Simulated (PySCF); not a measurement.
**C$_{5}$H$_{11}$BOSi: density, localisation and related maps**

The calculation's input:

```
{"job": {"kind": "nmr", "xc": "PBE0", "basis": "pcSseg-1"}, "charge": 0, "multiplicity": 1}
B      2.798130     0.438449    -0.039586
C      1.509189    -0.221707    -0.547809
C      0.240650     0.604860    -0.851276
C     -0.756344    -0.027906     0.134303
C     -1.705572     0.869312     0.937099
O     -2.845646     0.134093     0.492531
C     -2.053611    -0.652945    -0.396004
Si     0.614957    -1.083312     0.946628
H      3.779861    -0.196083     0.033938
H      2.799651     1.550108     0.328094
H      1.671174    -0.984597    -1.309819
H      0.391135     1.661155    -0.628341
H     -0.080162     0.519864    -1.890277
H     -1.604572     0.847463     2.026059
H     -1.743047     1.910816     0.596531
H     -2.194002    -1.724304    -0.225441
H     -2.276885    -0.420669    -1.444308
H      0.472341    -2.537833     0.864286
H      0.972948    -0.677513     2.305817
```

Command:

```sh
OMP_NUM_THREADS=1 python probes_run.py task.json out
```

Geometry: GFN2-xTB.

Level of theory: PBE0/pcSseg-1, SCF density, gas phase, non-relativistic (PySCF).

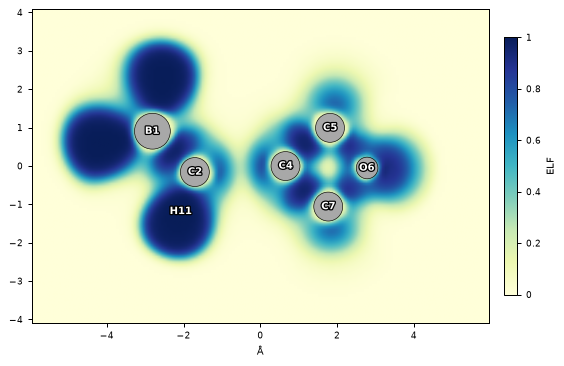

Figure 1. Electron localisation function on the plane of atoms B1, C2 and H11. Grey discs cover the atomic cores.

Question: What does the map show?

Answer: The section cuts through B, C, O and H sites.
C–O (1.43 Å): the ELF peaks at about 0.90 between the atoms, as expected for a shared but strongly polarised pair.
C–C (1.53 Å): the ELF peaks at about 0.95 between the atoms, as expected for localised, covalent bonding.
C–B (1.53 Å): the ELF peaks at about 0.95 between the atoms; localised, covalent bonding.
C–H (1.09 Å): the ELF climbs to about 1 towards the hydrogen, as it does in any bond to H; an ordinary covalent bond to hydrogen.
The ELF also peaks beside O6, away from the bonds: lone-pair regions.

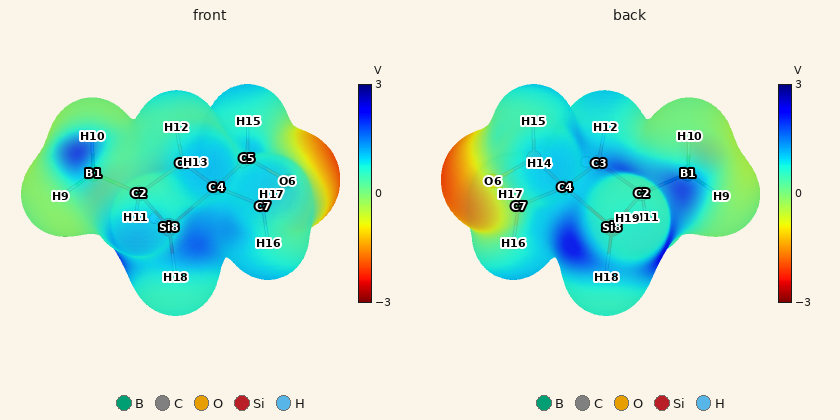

Figure 2. The molecular electrostatic potential painted on the density surface at 0.004 e/bohr³, seen from the front and from behind; red is negative and blue positive.

Question: Which sites attract a positive test charge, and which a negative one?

Answer: A positive charge is drawn to the negative regions and a negative charge to the positive ones. The most negative region (about −2.0 V) lies over O6, the most positive (about +2.2 V) over Si8. O6 is the likeliest acceptor of a hydrogen bond.
